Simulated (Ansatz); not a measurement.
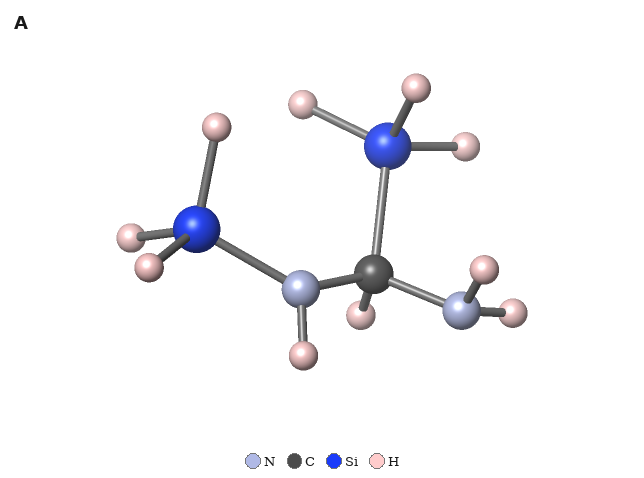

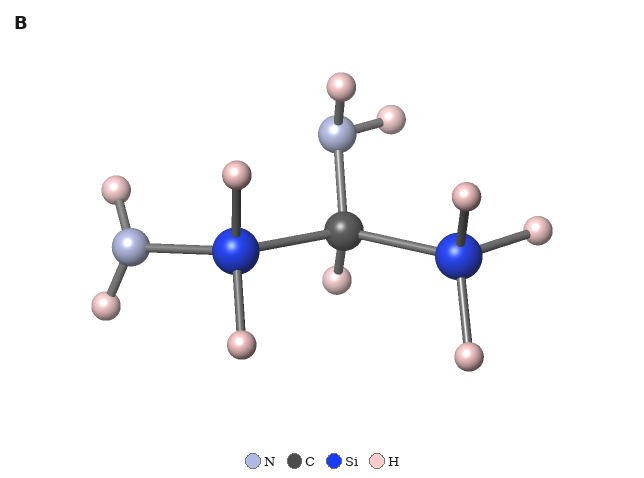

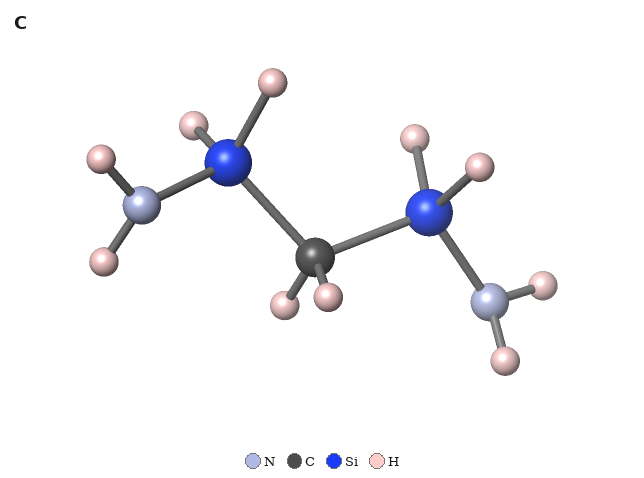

3 stationary structures of one formula. Geometries: PBE0-D4/def2-TZVP. Electronic energies: CCSD(T)/CBS (MP2 limit from def2-TZVPP and def2-QZVPP plus CCSD(T) − MP2) (Ansatz 0.2.0), without zero-point energy. No frequency run is at hand to confirm each as a minimum. Each is one conformer, not always the lowest.

> How are they related?

They are constitutional isomers of CH10N2Si2: A `N[C@H]([SiH3])N[SiH3]`, B `N[SiH2][C@@H](N)[SiH3]`, C `N[SiH2]C[SiH2]N`.

> Which is lowest in energy, and by how much?

C is lowest; B lies 152.5 kJ/mol above it, A lies 221.8 kJ/mol above it.
